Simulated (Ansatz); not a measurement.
Bond-angle distributions (per cent of the angles at each element, bins of 10°) of a relaxed model of amorphous Si₁₄Sn₁₀O₃₈ at 3.51 g/cm³. The numbers are results of PBE, scalar-relativistic without spin-orbit coupling (plane waves to 420 eV, PAW; Ansatz, an electronic-structure program), not measurements.

It comes from a melt-quench run on a machine-learned potential (CHGNet), relaxed afterwards by DFT. O atoms were pushed apart under 1.9 Å during the dynamics, to hinder bonds among them. The hot cell started wider than the set density and was brought back towards it in steps. It is the lowest in DFT energy of 2 quenches. It is a model cell: composition and starting density were chosen by hand, and all elements were melted together. No dispersion term was used. Its density started from a set value of 3.60 and ended at 3.51 g/cm³. Cooling (nominally 240 K/ps over its main leg) ran many orders faster than in experiment, which tends to leave more defects and strain. One small periodic cell is one sample of the glass; other quenches scatter about these values. Volume and shape were free in the relaxation.

Neighbours within Si-Si 2.60 Å, Si-Sn 2.75 Å, Si-O 1.92 Å, Sn-Sn 3.06 Å, Sn-O 2.68 Å, O-O 1.58 Å count as bonded. Two cations that share two anions don't count as bonded, nor two that share one unless they lie closer than Si-Si 2.38 Å, Si-Sn 2.68 Å, Sn-Sn 2.97 Å.

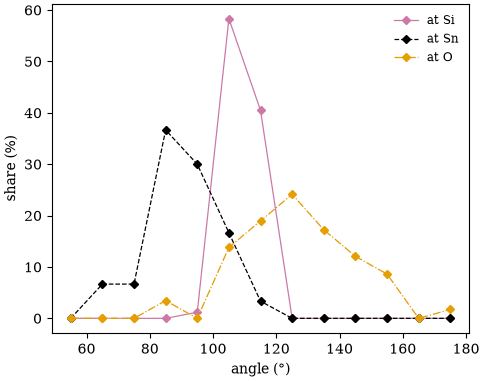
*Bond-angle distributions*

They go with these counts of neighbours within the cut-offs, cation contacts included: Si mean 4.0, most often 4; Sn mean 3.0, most often 3; O mean 2.3, most often 2.
